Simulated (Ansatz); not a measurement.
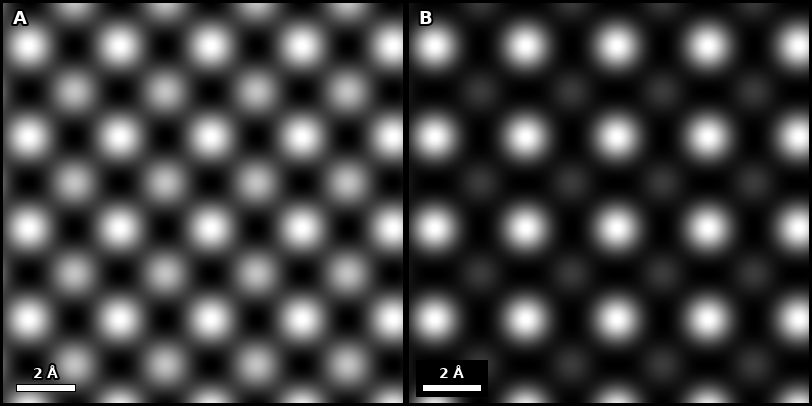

Two simulated images of the same area of SiAs2Pt2 (I4/mmm, No. 139) along [001], with a probe of 1.30 Å. One is incoherent Z contrast (Z^1.7 per atom), the other the projected potential of neutral atoms blurred by the probe (iDPC-like, thin sample). Brightness is counted from the darkest point of the image. Structure used: coordinates from a relaxation with DFT, PAW plane waves, r2scan (Ansatz 0.2.0); the starting structure was generated, so it need not be a known form of this composition.

Which panel is which, and how can one tell?

Answer. B is the Z-contrast image and A the potential image. The columns of 2 As + 1 Si per repeat reach about 23 % of the brightest peak (2 Pt) in B but about 76 % in A, mainly since the potential grows much more slowly with atomic number.
